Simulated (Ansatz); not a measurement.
## Electronic structure of CHClFTe (charge +1) in real space

Input file:

```
crystal:
  periodic: [false, false, false]
  atoms:
    - {symbol: C, position_ang: [-1.046592, -0.546752, 1.450234]}
    - {symbol: Cl, position_ang: [-1.826339, -2.652886, -0.863010]}
    - {symbol: F, position_ang: [-1.844402, 0.118341, 0.710601]}
    - {symbol: Te, position_ang: [-0.544115, -2.459186, 1.054103]}
    - {symbol: H, position_ang: [-0.643177, -0.010028, 2.328085]}
basis:
  gaussian:
    orbitals: def2-TZVPD
total_charge: 1
hamiltonian:
  xc: {name: PBE0}
output: {forces: true, orbitals: {seedname: orbitals}}
```

Run with:

```sh
ansatz run input.yaml --threads 1 --pin off --max-ram 2610MiB --events-out events.jsonl --progress --plain --runs-dir runs
```

Geometry: r2SCAN-D4/def2-SVP; core potentials replace the inner electrons of Te.

The calculation used isolated molecule in a Gaussian basis; Kohn-Sham density functional theory, functional PBE0 in Ansatz 0.2.0.

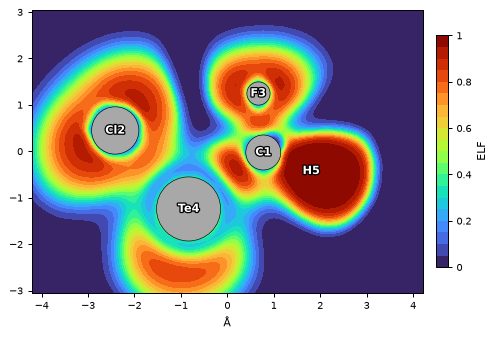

Figure 1. ELF on the molecular plane. Grey discs cover the atomic cores.

### Read the bonding off the picture.

- The plane passes through C, Cl, F, Te and H nuclei.
- C–F (1.28 Å): the ELF peaks at about 0.85 between the atoms, as expected for a polar covalent bond.
- C–Te (2.02 Å): the ELF peaks at about 0.90 between the atoms; a covalent bond.
- Te–Cl (2.31 Å): the ELF peaks at about 0.75 between the atoms: a polar covalent bond.
- C–H (1.11 Å): the ELF climbs to about 1 towards the hydrogen, as it does in any bond to H: a covalent bond by its length.
- The ELF also peaks beside Te4, Cl2 and F3, away from the bonds: lone-pair regions.

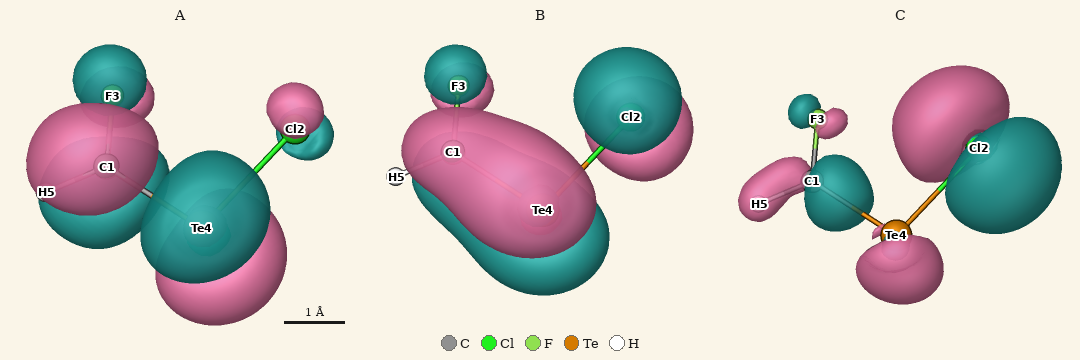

Figure 2. Three frontier orbitals at ±0.1 Å⁻³ᐟ² (teal and pink are the two phases), in no order.

### Order the three orbitals by energy and name them.

C is the HOMO−1 (−14.72 eV). It lies mainly on Cl2 (about 80 %), Te4 (about 10 %) and C1 (about 5 %); it is symmetric in the molecular plane (an in-plane orbital: σ, lone-pair or in-plane π type); largely a lone pair of Cl2. B is the HOMO (−13.46 eV). By Hirshfeld shares it lies mainly on Te4 (about 45 %), Cl2 (about 30 %), C1 (about 20 %) and F3 (about 5 %); it changes sign across the molecular plane (π type); π-bonding across C1–Te4; π-antibonding (a node) across Cl2–Te4. A is the LUMO (−9.08 eV). Its weight (Hirshfeld) is mainly on C1 (about 45 %), Te4 (about 35 %) and F3 (about 10 %); it changes sign across the molecular plane (π type); π-antibonding (a node) across C1–Te4.

### What is the HOMO–LUMO gap?

4.38 eV between the orbital energies.

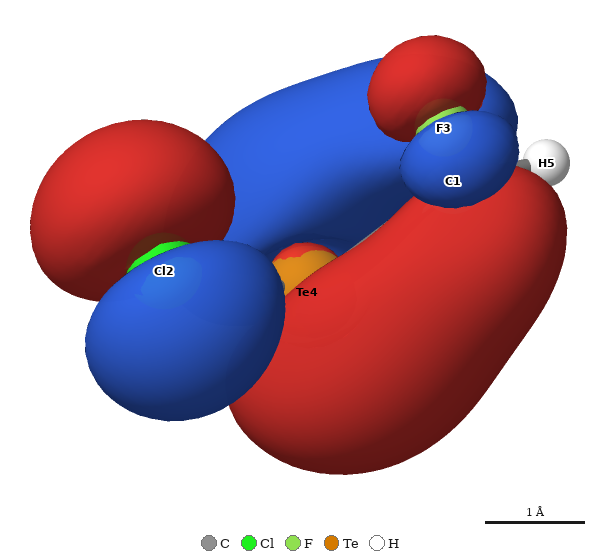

Figure 3. The HOMO at ±0.08 Å⁻³ᐟ² (red and blue are the two phases), seen at an oblique angle.

### Where does this orbital lie, and at what energy?

It lies mainly on Te4 (about 45 %), Cl2 (about 30 %), C1 (about 20 %) and F3 (about 5 %); it changes sign across the molecular plane (π type); π-bonding across C1–Te4; π-antibonding (a node) across Cl2–Te4. Its energy is −13.46 eV.
